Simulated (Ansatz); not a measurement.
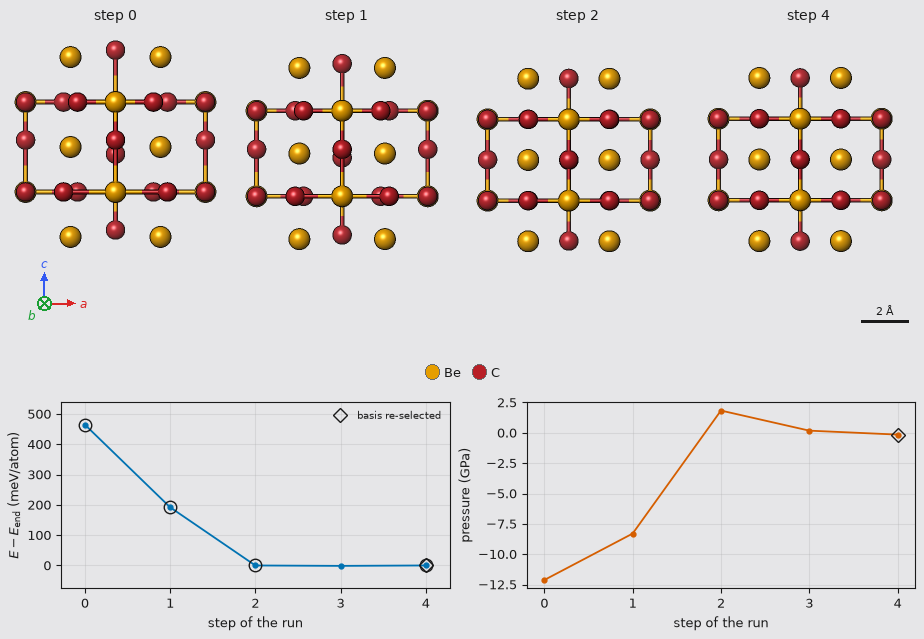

Frames of a relaxation of solid Be₂C₃ (a generated structure, set up in Fm-3m) (coarse preliminary run), marked on the history of the run. The picture is a ball-and-stick view of the atoms within 5.0 Å of the atom that moves most (axes of the conventional cell (4 times the calculation's cell)), seen along the b axis. Lengths and directions refer to the drawn axes.

All numbers below come from DFT PBE, scalar-relativistic, plane waves, PAW in Ansatz 0.2.0.

Input file:
```yaml
crystal:
  lattice:
    - [0.0, 3.85477355, 3.85477355]
    - [3.85477355, 0.0, 3.85477355]
    - [3.85477355, 3.85477355, 0.0]
  atoms:
    - { symbol: Be, position: [0.5, 0.5, 0.5] }
    - { symbol: Be, position: [0.25, 0.25, 0.25] }
    - { symbol: Be, position: [0.75, 0.75, 0.75] }
    - { symbol: Be, position: [0.0, 0.0, 0.0] }
    - { symbol: C, position: [0.2887771, 0.7112229, 0.7112229] }
    - { symbol: C, position: [0.7112229, 0.2887771, 0.2887771] }
    - { symbol: C, position: [0.7112229, 0.2887771, 0.7112229] }
    - { symbol: C, position: [0.2887771, 0.7112229, 0.2887771] }
    - { symbol: C, position: [0.7112229, 0.7112229, 0.2887771] }
    - { symbol: C, position: [0.2887771, 0.2887771, 0.7112229] }
basis:
  ecutwfc: 420
kpoints:
  mp_grid: { grid: [4, 4, 4] }
hamiltonian:
  xc: pbe
scf:
  occupations: { method: gaussian, width: 0.1 }
  lower_state_search: "off"
output:
  forces: true
  stress: true
  eigenvalues: true
relax:
  adjacent_minimum: "off"
  f_tol: 0.04
  max_steps: 70
  cell: { stress_tol: 0.4 }
```

Launched with:
```bash
ansatz run input.yaml --threads 1 --pin off --max-ram 2048MiB --backend cpu --events-out ev --progress --plain --runs-dir out
```

> Describe the path.

The largest moves relative to the cell, 0.27 Å, are those of C5, C6, C7, C8, C9 and C10. C9 goes along +c. Be stays in place. The drawn cell changes as follows: a = b = c 7.710 → 6.994 Å (−9.3 %); the volume changes by −25.3 %. Some distances before and after: Be4–C10 2.226 → 1.749 Å, Be1–C10 1.628 → 1.748 Å. The space group (tolerance 0.01 Å) goes from Fm-3m (No. 225) to Pm-3m (No. 221). After 3 accepted moves (4 points after the start) the energy has fallen by 465 meV per atom. Largest force component: 2.7 eV/Å at the start, 0.0034 eV/Å at the end. Pressure: −12.13 GPa at the start and −0.15 GPa at the end. At 1 point the geometry stayed and the basis and grid were re-selected for the new cell (energy shift of 1.4 meV per atom at most each time). From step 0 to 1: C atoms move most (0.10 Å), volume −13.8 %, energy −273 meV per atom. From step 1 to 2: C atoms move most (0.16 Å), volume −14.4 %, energy −192 meV per atom. From step 2 to 4: volume +1.2 %, energy +0.0 meV per atom.

| step | E − E(0), meV/atom | largest force component, eV/Å | pressure, GPa | volume, Å³/atom | note |
| --- | --- | --- | --- | --- | --- |
| 0 | 0.00 | 2.7067 | -12.13 | 11.456 |  |
| 1 | -272.60 | 2.2506 | -8.30 | 9.874 |  |
| 2 | -464.66 | 0.2592 | 1.84 | 8.454 |  |
| 3 | -466.00 | 0.0034 | 0.18 | 8.553 |  |
| 4 | -464.62 | 0.0034 | -0.15 | 8.553 | same geometry, new basis |
